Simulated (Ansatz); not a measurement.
```
atom    x (Å)    y (Å)    z (Å)
  Si  -2.8233   1.8431  -1.0339
  Si  -0.9479   0.4352  -1.0747
  Si  -1.3868  -1.8610  -1.2644
  Si   0.8206   1.0323   0.3455
   H  -2.3935   3.2631  -1.1586
   H  -3.7272   1.5160  -2.1710
   H  -3.6069   1.7090   0.2286
   H  -1.9817  -2.4298  -0.0200
   H  -0.1235  -2.5970  -1.5464
   H  -2.3409  -2.1043  -2.3814
   H   2.0300   0.2298   0.0132
   H   1.1431   2.4757   0.1740
   H   0.4972   0.8011   1.7835
```

Geometry: B3LYP/6-31G*.

The calculation used isolated molecule in a Gaussian basis; Kohn-Sham density functional theory, functional PBE0 (Ansatz 0.2.0).

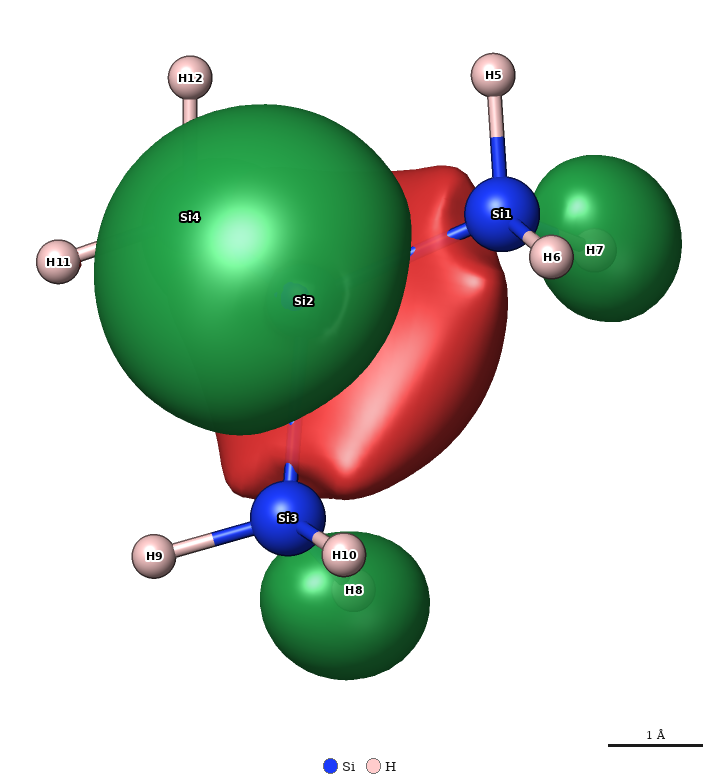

H9Si4 (SMILES [SiH3][Si]([SiH3])[SiH3]) (doublet). The HOMO (α) at ±0.06 Å⁻³ᐟ² (green and red are the two phases), seen at a tilt.

> What is the character of this orbital?

Its weight (Hirshfeld) is mainly on Si2 (about 65 %), Si1 (about 10 %), Si3 (about 10 %) and Si4 (about 10 %). Its energy is −6.14 eV.
